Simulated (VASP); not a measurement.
Shape and ions are relaxed at each volume.

Energy against volume of Mg (hcp). The numbers are results of RPBE GGA, VASP's PBE PAW potentials (set 64) (plane waves; VASP), not measurements.

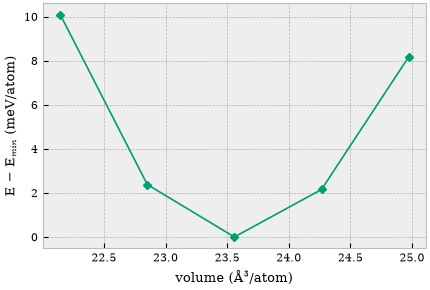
Figure. Energy against volume

Question: Estimate the equilibrium volume and the bulk modulus.

Answer: The minimum lies near 23.6 Å³/atom, and the curvature gives B0 of about 34 GPa.

Measured: bulk modulus 38.6 GPa at 0 K (computed value off by -11.4 %), as given by K. Lejaeghere et al., Critical reviews in solid state and materials sciences/CRC critical reviews in solid state and materials sciences (2013), arXiv:1204.2733 [extrapolated to 0 K and zero-point effects removed (source: thermally corrected experimental values)].

The compound is Mg in the hcp structure. It was relaxed first.
